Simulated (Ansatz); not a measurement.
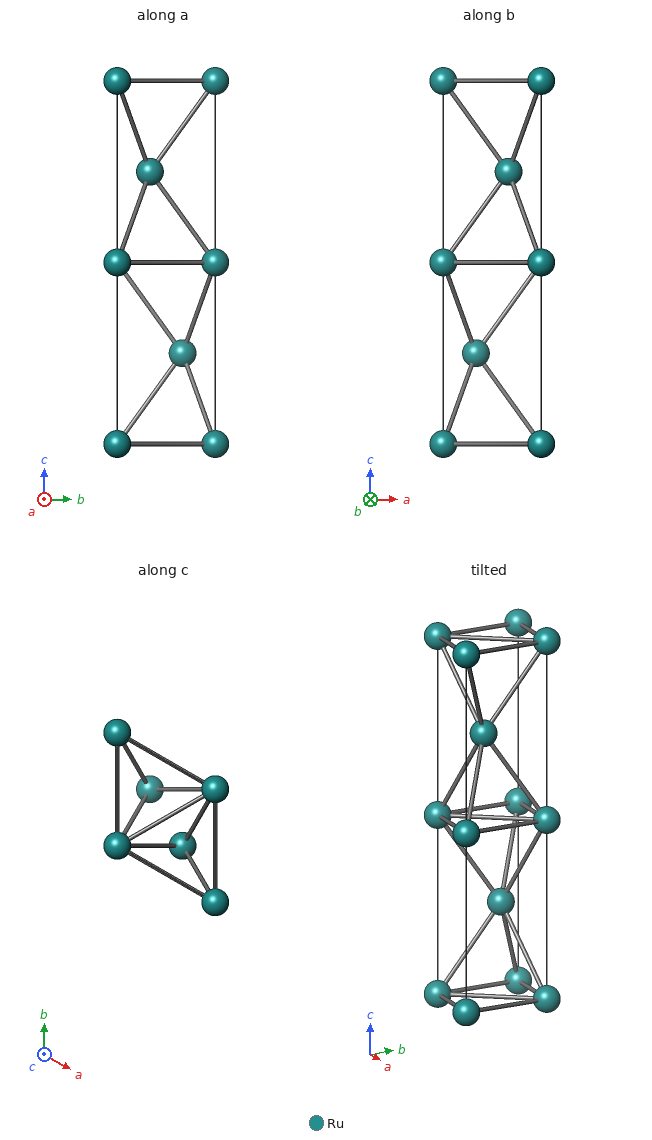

View along the a axis, along the b axis, along the c axis and slightly off an axis, drawn as a ball-and-stick model. Lines trace the edges of the conventional unit cell.

Lattice parameters: a = 2.7196 Å, b = 2.7196 Å, c = 8.7307 Å, α = 90.000°, β = 90.000°, γ = 120.000°.

**Transcribe the picture into a CIF with its space group and independent sites.**

```cif
data_structure
_symmetry_space_group_name_H-M 'P 63/m m c'
_symmetry_Int_Tables_number 194
_cell_length_a 2.7196
_cell_length_b 2.7196
_cell_length_c 8.7307
_cell_angle_alpha 90.000
_cell_angle_beta 90.000
_cell_angle_gamma 120.000
_cell_volume 55.92
loop_
_atom_site_label
_atom_site_type_symbol
_atom_site_symmetry_multiplicity
_atom_site_Wyckoff_symbol
_atom_site_fract_x
_atom_site_fract_y
_atom_site_fract_z
_atom_site_occupancy
Ru1 Ru 2 a 0.0000 0.0000 0.0000 1
Ru2 Ru 2 c 0.3333 0.6667 0.2500 1
```

The starting point was a structure type filled with this element by a generator (whether the element takes this form wasn't checked). Earlier steps of the study may have refined or changed the cell and positions. Ansatz was used for an electronic-structure calculation on it.
